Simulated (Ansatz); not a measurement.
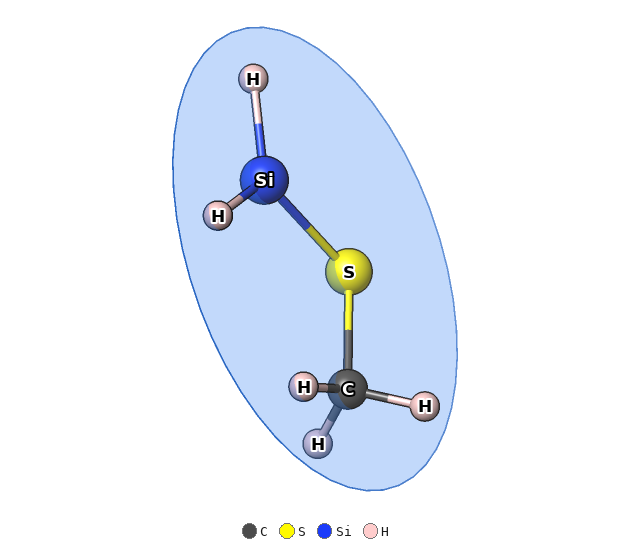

All proper rotation axes (lines) and mirror planes (discs) of the structure are drawn in. Distant atoms are faded towards the background colour. State: charge +1, singlet. Computed geometry: PBE-D4/def2-SVP optimisation. No frequency run is at hand to confirm it as a minimum.

**Name the symmetry elements and the point group.**

It has 1 mirror plane. Point group Cs. The group has 2 operations. The geometry is achiral, and symmetry allows a dipole moment.
